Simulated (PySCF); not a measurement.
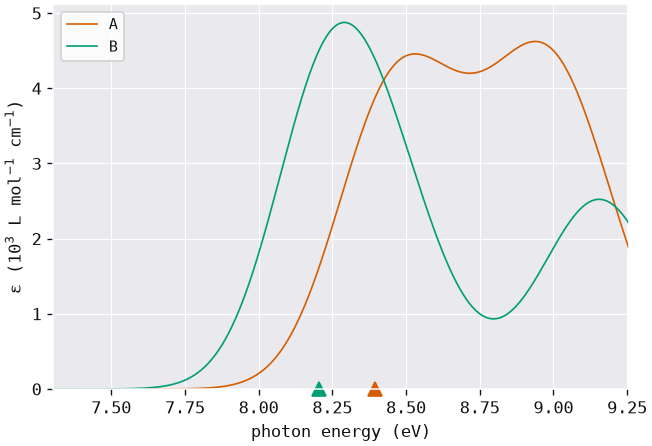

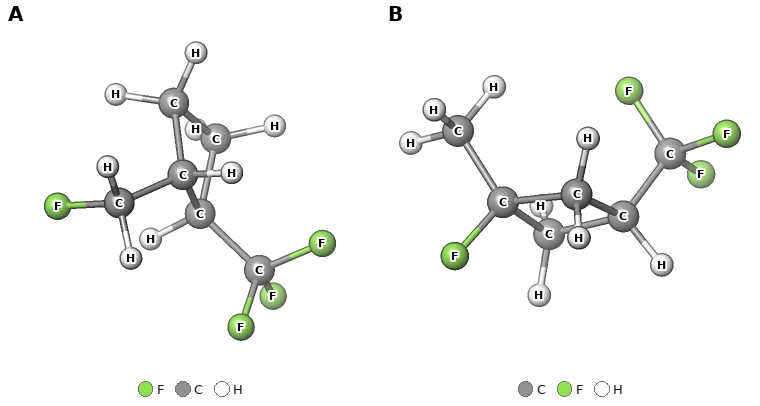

Related molecules: A is C₆H₈F₄, SMILES FC[C@@H]1CC[C@H]1C(F)(F)F; B is C₆H₈F₄, SMILES C[C@]1(F)C[C@H](C(F)(F)F)C1. Vertical TDDFT absorption, B3LYP/def2-SVPD with PySCF 2.14.0, at a PBE0-D3(BJ)/def2-SVP geometry (no frequency check); Gaussians of 1/e half-width 0.25 eV, triangles mark S1, and the range ends where the computed states of one molecule run out.

> How does the lowest singlet move?

A: 8.40 eV (f = 0.033, mainly HOMO → LUMO (96 %)); B: 8.20 eV (f = 0.047, mainly HOMO → LUMO (94 %)). From A to B it shifts 0.19 eV to the red.

> And the brightest state of each within the range drawn?

A: S1 at 8.40 eV, f = 0.03; B: S1 at 8.20 eV, f = 0.05.

Caveats, for all or some of the runs: core orbitals are frozen in the response; one conformer of a flexible molecule; states above the negative HOMO energy depend on the basis.
